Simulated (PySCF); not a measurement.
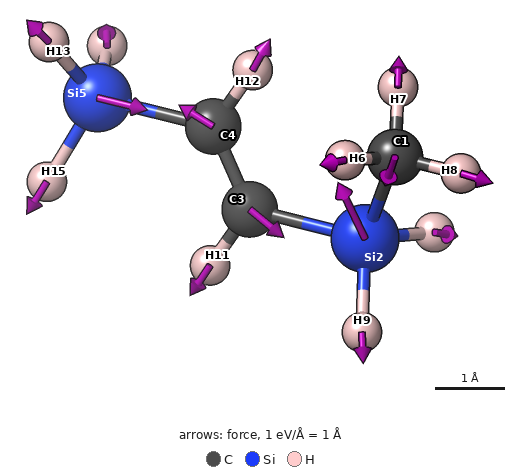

Starting geometry of C3H10Si2 with the computed forces as purple arrows. Style: ball-and-stick. Shown at a tilt.

The start comes from GFN2-xTB.

The calculation used PySCF, PBE0-D3(BJ)/def2-SVP geometry optimisation, gas phase. 

### What follows when this structure is relaxed?

It isn't relaxed: the largest force vector, on a Si atom, is 1.06 eV/Å. The final displacements have little in common with the starting forces (cosine between the two patterns −0.04). After 9 geometry steps the energy has fallen by 10.9 kJ/mol. The largest move after the best rigid fit is that of an H atom, 0.68 Å. Largest moves by element: H 0.68 Å, C 0.23 Å, Si 0.15 Å. Near-neighbour distances that change, for instance: H–Si 1.464 → 1.495 Å, C–Si 1.898 → 1.877 Å, C–H 1.085 → 1.101 Å, C–C 1.332 → 1.345 Å. Among the angles between lasting bonds that change: C–Si–H 108.6° → 110.8°. Groups turn about C–Si by about 30°. The run took of the order of 80 core-seconds on a shared host.
